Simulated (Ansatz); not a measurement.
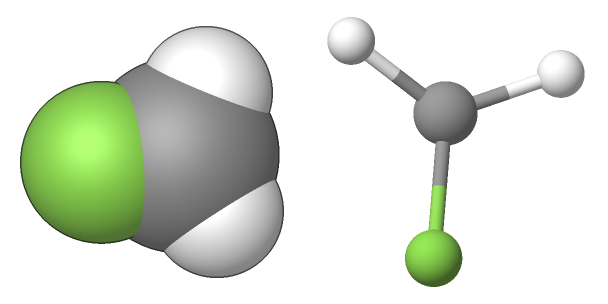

Both panels show the same species. Colours: carbon grey, fluorine green, hydrogen white.

Charge 0, doublet.

Describe the molecule.

It has 4 atoms: 1 carbon, 2 hydrogen and 1 fluorine (CH2F). It is an open-shell species.

The parts below concern this one geometry. Atoms keep their numbers from picture to picture. The computed structure is the end point of a PBE0-D4/def2-TZVP optimisation.

## Shape

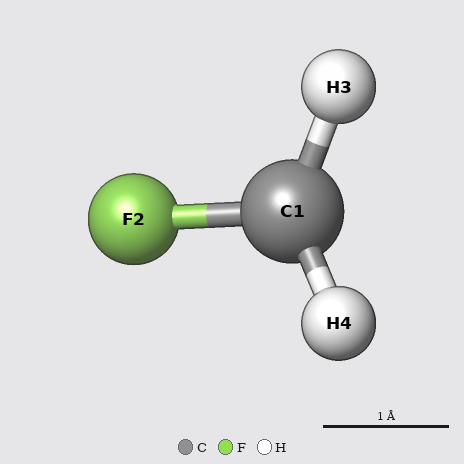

Numbered structure.

Give these bond angles: F2–C1–H3, H3–C1–H4.

```tsv
angle	degrees
F2–C1–H3	115.1
H3–C1–H4	124.6
```

## Vibrations

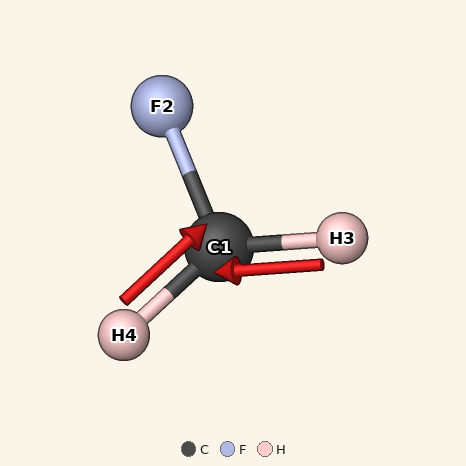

The arrows show one normal mode. Harmonic vibrations computed with UKS PBE0-D4/def2-TZVP (Ansatz 0.2.0) at a stationary point of the same level.

What kind of motion is it?

Mostly in-phase stretching of 2 C–H bonds.

At what wavenumber does it lie?

3148 cm⁻¹; it is mode 5 of 6 counted from the lowest.

## Dipole moment

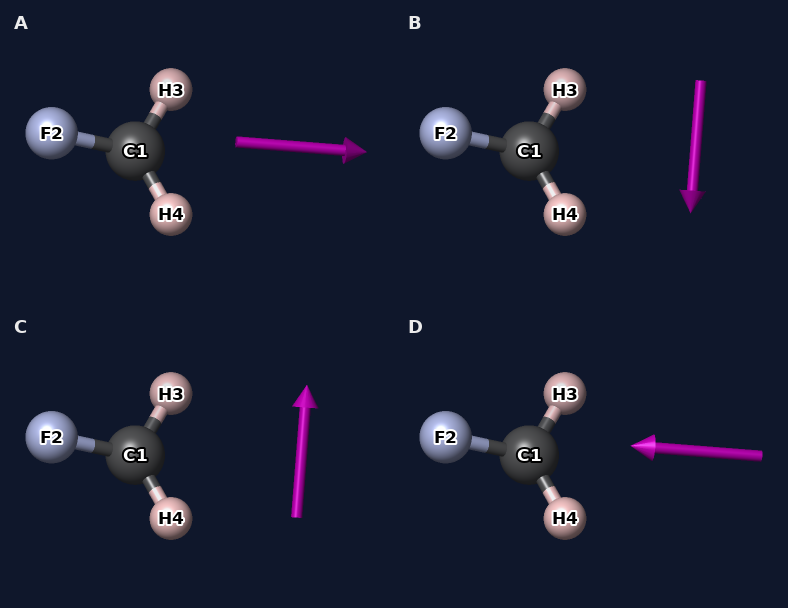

The same molecule four times, each with an arrow. Method: UKS PBE0-D4/def2-TZVP (Ansatz 0.2.0).

Which arrow points along the dipole moment, from the negative to the positive end?

A. The dipole moment is 1.30 D; it points from the side of F2 to the side of H3, H4 (the outermost atoms at the two ends).

## Charges

The questions are on Mulliken charges. Properties computed with UKS PBE0-D4/def2-TZVP (Ansatz 0.2.0).

List the Mulliken charges.

```
atom  value (e)
  C1      −0.09
  F2      −0.17
  H3       0.13
  H4       0.13
```

Mulliken values depend strongly on the basis set and can even reverse the polarity of a bond.
